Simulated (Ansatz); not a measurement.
# Fields on a plane of BAs (zinc blende)

```
BAs
1.0
    0.00000     2.40467     2.40467
    2.40467     0.00000     2.40467
    2.40467     2.40467     0.00000
As B
1 1
Direct
  0.75000   0.75000   0.75000
  0.00000   0.00000   0.00000
```

The slice is a {111} plane (indices of the conventional cell) through the point (0.000, 0.000, 0.000) (fractional), spanned by u = [100] and v = [-1 2 0] in vectors of this cell: u (3.40 Å) and v (5.89 Å, at 90° to u). It covers one period; positions are fractions (u, v).

Atoms on it: B at (0.00, 0.00); B at (0.50, 0.50). Other atoms lie within 1 Å of the plane.

Calculation: PBE (plane waves to 420 eV, PAW, scalar-relativistic; Ansatz, an electronic-structure program). k mesh 12×12×12. Near the nuclei the fields are pseudised (PAW); where an atom keeps semicore shells as valence, they peak there. BAs was relaxed with its symmetry unable to fall.

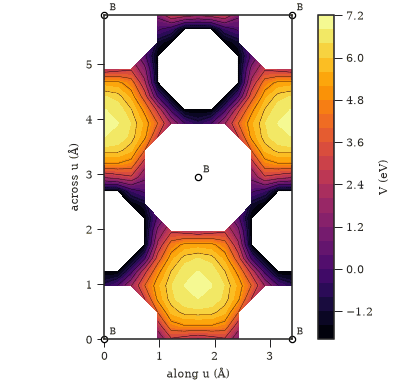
Fig. 1. Electrostatic potential energy of an electron, from the cell's mean, in eV, one period of the plane, atoms marked. Points within 0.9 Å of a nucleus are left white, as the pseudised field means little there. Values under -2 eV are set to -2. The zero, the cell's mean, hangs on the PAW cores.

```
|**####==..  ......  ..==####|
|@@%%++::  ..::--::..  ::++%%|
|##++--..  ::--==--::  ..--++|
|--::..  ..::==++==::..  ..::|
|....    ..::======::..    ..|
|          ..::::::..        |
|                            |
|          ..........        |
|      ..::--======--::..    |
|      ::==##%%##%%##==::    |
|    ..::**@@%%++%%@@**::..  |
|      ::++%%++..++%%++::    |
|....  ..==####**####==..  ..|
|--::..  ::++%%@@%%++::  ..::|
|==--::  ..--++##++--..  ::--|
|++==::..  ..::--::..  ..::==|
|====::..    ......    ..::==|
|::::..                  ..::|
|                            |
|......                  ....|
|====--::..          ..::--==|
|##%%##==::          ::==##%%|
|++%%@@**::..      ..::**@@%%|
|..++%%++::          ::++%%++|
```
Scale: ten equal steps from 0.036 (start of ' ') to 0.226 (end of '@'), in the order ' .:-=+*#%@'. Values: density of the lowest conduction band (whole band as if filled, smooth part) in e/Å³. The map has 14 points along u (two characters each, u = 0 at the left) and 24 along v (v = 0 in the bottom row).
